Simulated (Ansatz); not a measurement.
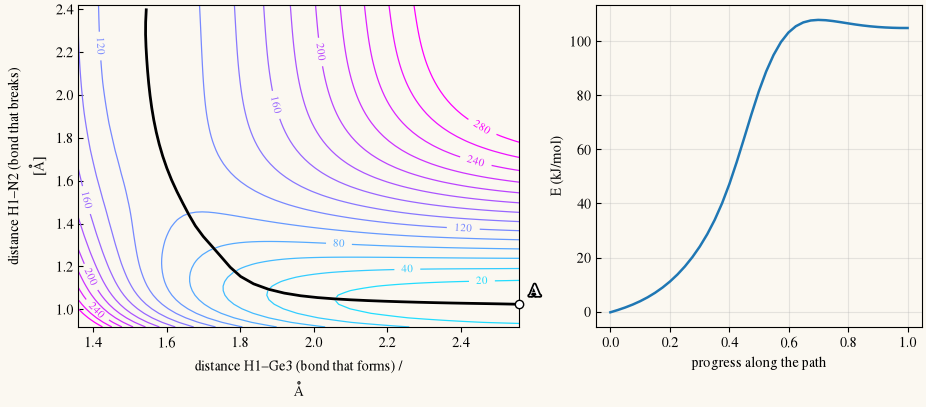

The reacting system GeH₆N (fragments H₃N + GeH₃ where the first distance is long, GeH₄ + H₂N where the second is long), spin multiplicity 2. Coordinates scanned: (1) distance H1–Ge3 (bond that forms); (2) distance H1–N2 (bond that breaks). Relaxed at each point: all other coordinates. Grid: 10 × 10 points. Points are written as (first, second). Energies: kJ/mol, counted from the lowest grid point. The calculation used UKS PBE0-D4/def2-SVP (Ansatz).

Drawn: contour lines labelled in kJ/mol (none above 280), a line along the lowest path, the energy along the path at the right, the start A. Between grid points the surface is interpolated.

### Describe the path and its barrier.

The easiest path runs from the side where the first distance is long, (2.559 Å, 1.014 Å), to the side where the second distance is long, (1.542 Å, 2.418 Å). Its highest point, at about (1.59 Å, 1.71 Å), lies about 108 kJ/mol above the start and 3 kJ/mol above the end on the interpolated surface. An end on the edge of the scan is no minimum, so the barrier from there is a lower bound.
